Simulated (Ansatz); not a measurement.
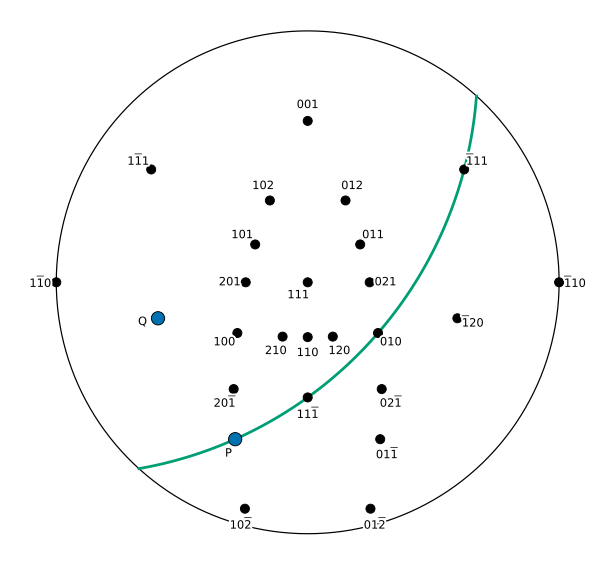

Stereographic projection of plane normals (upper hemisphere) centred on (1 1 1). Crystal: Be3B2C, coordinates from a relaxation with Ansatz, DFT PBE, scalar-relativistic, plane waves, PAW; the starting structure was generated, so it need not be a known form of this composition. All values are computed from the atomic coordinates in the standard setting (tolerance 0.002 Å).

a = 4.086 Å, b = 4.086 Å, c = 4.461 Å, α = 90.00°, β = 90.00°, γ = 120.00°.

### Index the poles marked P, Q.

P is (1 0 −1), in four indices (1 0 −1 −1), 69.0° from the centre; Q is (2 −1 0), in four indices (2 −1 −1 0), 63.0° from the centre.

### Which zone does the coloured great circle trace?

The zone [1 0 1]: its poles satisfy h + l = 0.

### What is the angle between the normals of (1 −1 0) and (1 −1 1), and what are their d_hkl = 1/|g|?

38.4°; d = 3.538 Å and 2.772 Å.
